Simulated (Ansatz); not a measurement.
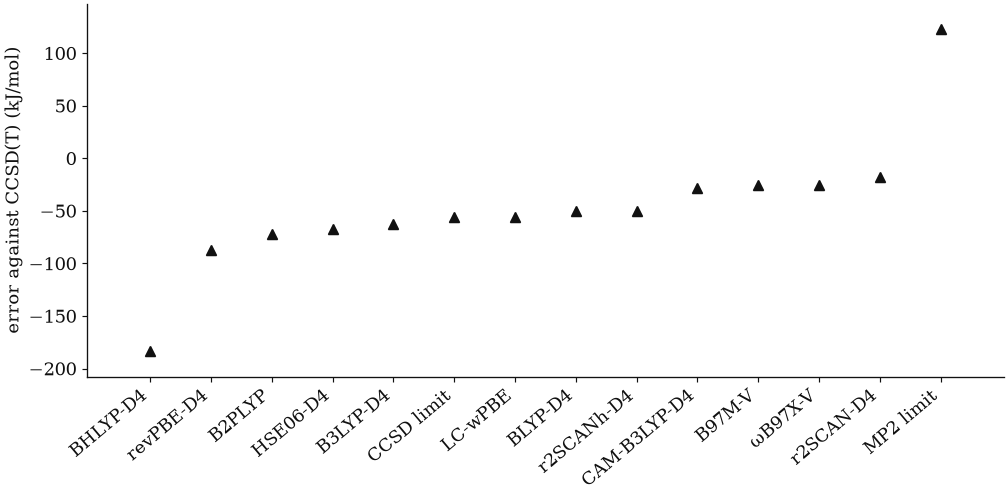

Error in the electronic atomisation energy (method less reference, so positive means overbinding) of SiH₃O₃Cl, SMILES O[Si](O)(O)Cl: functionals in def2-TZVPP against frozen-core CCSD(T) at the limit (MP2 extrapolated from triple and quadruple zeta, plus CCSD(T) less MP2 in a smaller set), which gives 3251.1 kJ/mol, at a PBE0-D4/def2-TZVP geometry (a minimum by its frequencies), no zero-point or spin-orbit term, the Ansatz code. The reference leaves out core correlation, a term that grows with the number of heavy atoms. B2PLYP holds a correlation term that converges slowly with the basis, so part of the distance to the limit is basis error. No dispersion term is added to B2PLYP and LC-wPBE. Limit means the basis limit.

What range do the values span?

From −183.3 kJ/mol (BHLYP-D4) to 122.7 kJ/mol (MP2 limit).

Give the values.

```tsv
level	kJ/mol
BHLYP-D4	−183.3
revPBE-D4	−87.7
B2PLYP	−72.3
HSE06-D4	−66.9
B3LYP-D4	−62.5
CCSD limit	−56.2
LC-wPBE	−55.5
BLYP-D4	−50.6
r2SCANh-D4	−50.3
CAM-B3LYP-D4	−28.6
B97M-V	−25.1
ωB97X-V	−25.0
r2SCAN-D4	−17.4
MP2 limit	122.7
```
